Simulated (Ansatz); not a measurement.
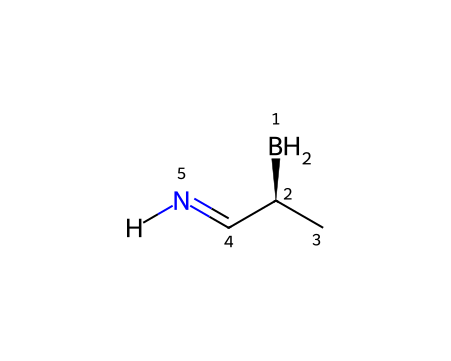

A structural formula, with wedges where it has stereocentres; small numbers name the atoms. The configuration is that of a computed structure (PBE-D4/def2-SVP).

Q: Give the R/S and E/Z labels.

A: C2: S; C4=N5: E.

Q: Give a SMILES with the stereochemistry.

A: [H]/N=C/[C@@H](B)C
